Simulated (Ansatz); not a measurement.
## What a change does: single-point calculation on SiAsNH$_{8}$O

System: SiAsNH$_{8}$O.
Method of run 1: RKS SPW92 (LDA)/def2-SVP (Ansatz 0.2.0).

The geometry comes from this level: PBE0-D4/def2-TZVP. Text and figures count atoms from 1; the logs count them from 0 in places.

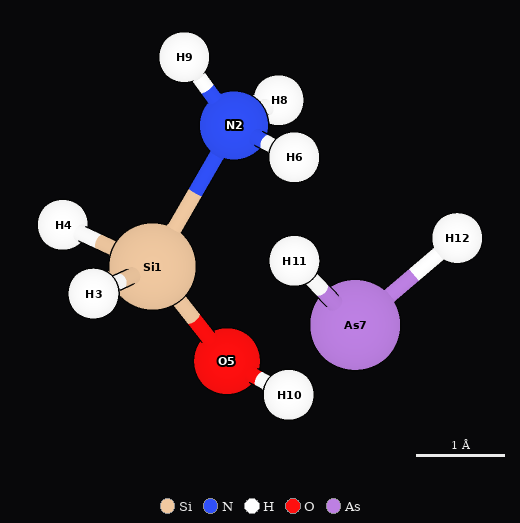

Fig. 1: The structure as given in the input (ball-and-stick view, seen at a tilt; atoms are numbered from 1 in the order of the input).

Input, run 1:
```yaml
crystal:
  periodic: [false, false, false]
  atoms:
    - {symbol: Si, position_ang: [-0.489156, -1.172484, 0.088735]}
    - {symbol: N, position_ang: [0.342852, 0.037370, 1.251991]}
    - {symbol: H, position_ang: [0.551735, -1.678209, -0.821467]}
    - {symbol: H, position_ang: [-0.813413, -2.243355, 1.067043]}
    - {symbol: O, position_ang: [-1.956039, -0.663435, -0.393056]}
    - {symbol: H, position_ang: [0.611709, 0.763390, 0.510096]}
    - {symbol: As, position_ang: [0.355060, 1.292172, -1.714101]}
    - {symbol: H, position_ang: [-0.310789, 0.447546, 1.916794]}
    - {symbol: H, position_ang: [1.147512, -0.332063, 1.757054]}
    - {symbol: H, position_ang: [-1.859113, 0.043661, -1.049359]}
    - {symbol: H, position_ang: [1.832436, 0.920499, -1.680754]}
    - {symbol: H, position_ang: [0.587306, 2.585009, -0.932975]}
basis:
  gaussian: {orbitals: def2-SVP}
hamiltonian: {xc: lda}
```

Launched with:
```bash
ansatz run in.yaml --threads 8 --pin off --events-out ev --progress --plain --max-ram 19148MiB
```

Hardware: 8 threads of Arm Neoverse V2, 23 GiB of memory available, shared host.

Output (run 1):
```
Functional definition: SPW92
  exchange = slater_x
  correlation = pw_c
1338 factors; their error is unknown
mean field evaluation 1: about -72214.4397 eV, gradient 7.2e1 eV
mean field evaluation 2: about -72185.9700 eV, gradient 1.4e2 eV
mean field evaluation 4: about -72223.9669 eV, gradient 1.0e1 eV
mean field evaluation 8: about -72224.1752 eV, gradient 2.7e-1 eV
mean field evaluation 16: about -72224.0897 eV, gradient 8.4e-5 eV
mean field -72224.08970377 eV, -2654.1863413674 hartree, gradient 8.5e-5 eV, S^2 0.000000; 0 other end points of the search recorded, 0 dependent functions left out
reference -72224.08973880 eV, -2654.1863426545 hartree; 35, 35 occupied and 83, 83 virtual orbitals, 1338 factors
Total energy: -72224.08973880 eV, -2654.1863426545 hartree
```

The input of run 2 differs as follows (lines with − go, lines with + come):
```diff
-    - {symbol: Si, position_ang: [-0.489156, -1.172484, 0.088735]}
-    - {symbol: N, position_ang: [0.342852, 0.037370, 1.251991]}
-    - {symbol: H, position_ang: [0.551735, -1.678209, -0.821467]}
-    - {symbol: H, position_ang: [-0.813413, -2.243355, 1.067043]}
-    - {symbol: O, position_ang: [-1.956039, -0.663435, -0.393056]}
-    - {symbol: H, position_ang: [0.611709, 0.763390, 0.510096]}
-    - {symbol: As, position_ang: [0.355060, 1.292172, -1.714101]}
-    - {symbol: H, position_ang: [-0.310789, 0.447546, 1.916794]}
-    - {symbol: H, position_ang: [1.147512, -0.332063, 1.757054]}
-    - {symbol: H, position_ang: [-1.859113, 0.043661, -1.049359]}
-    - {symbol: H, position_ang: [1.832436, 0.920499, -1.680754]}
-    - {symbol: H, position_ang: [0.587306, 2.585009, -0.932975]}
+    - {symbol: Si, position_ang: [-0.721502, -1.585977, 0.442898]}
+    - {symbol: N, position_ang: [0.303966, -0.503184, 1.299583]}
+    - {symbol: H, position_ang: [0.216742, -2.390463, -0.386959]}
+    - {symbol: H, position_ang: [-1.547238, -2.473554, 1.299017]}
+    - {symbol: O, position_ang: [-1.836800, -0.771009, -0.441088]}
+    - {symbol: H, position_ang: [0.606245, 2.607077, -0.040030]}
+    - {symbol: As, position_ang: [0.458292, 1.777231, -1.300192]}
+    - {symbol: H, position_ang: [-0.039464, 0.029230, 2.083135]}
+    - {symbol: H, position_ang: [1.276066, -0.738142, 1.418818]}
+    - {symbol: H, position_ang: [-1.483647, -0.054305, -0.980979]}
+    - {symbol: H, position_ang: [1.852727, 1.192204, -1.186114]}
+    - {symbol: H, position_ang: [0.914714, 2.910994, -2.208090]}
```

Predict how the results change.

With the same method and basis, run 2 lies 21.0 kcal/mol lower.

Output (run 2):
```
Functional definition: SPW92
  exchange = slater_x
  correlation = pw_c
1338 factors; their error is unknown
mean field evaluation 1: about -72213.0974 eV, gradient 8.0e1 eV
mean field evaluation 2: about -72166.7348 eV, gradient 1.6e2 eV
mean field evaluation 4: about -72224.9554 eV, gradient 6.5e0 eV
mean field evaluation 8: about -72225.0853 eV, gradient 2.2e-1 eV
mean field evaluation 16: about -72225.0020 eV, gradient 2.7e-4 eV
mean field -72225.00203344 eV, -2654.2198688642 hartree, gradient 8.0e-5 eV, S^2 0.000000; 0 other end points of the search recorded, 0 dependent functions left out
reference -72225.00207054 eV, -2654.2198702275 hartree; 35, 35 occupied and 83, 83 virtual orbitals, 1338 factors
Total energy: -72225.00207054 eV, -2654.2198702275 hartree
```

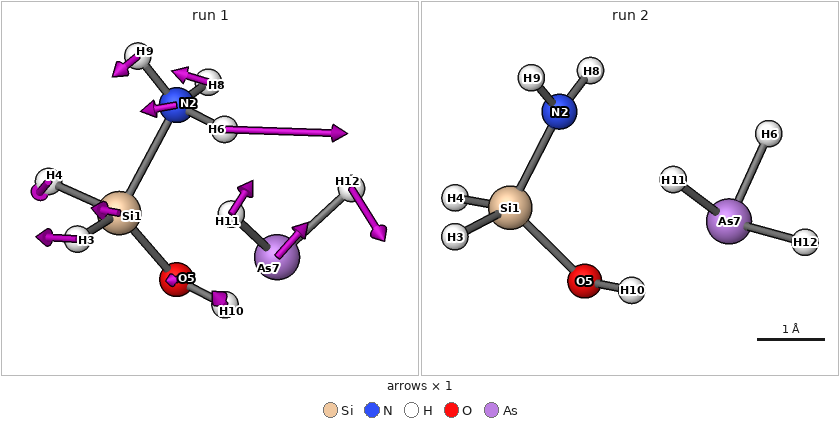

Fig. 2: The two input geometries at one scale (ball-and-stick view, seen at a tilt). The pink arrows on the first give the shifts of the atoms after the best rigid fit, at true length. The atom that moves furthest after the best rigid fit is H6 (1.92 Å). By element the largest moves are H 1.92 Å, As 0.74 Å, N 0.58 Å, Si 0.57 Å, O 0.23 Å. Among the contacts that change: N2–H6 1.072 → 3.400 Å, H6–As7 2.301 → 1.516 Å, Si1–N2 1.873 → 1.720 Å, Si1–H3 1.472 → 1.489 Å.

The two runs side by side:

```csv
quantity,run 1,run 2
outcome,converged,converged
total energy (hartree),−2654.186343,−2654.219870
basis functions,118,118
```
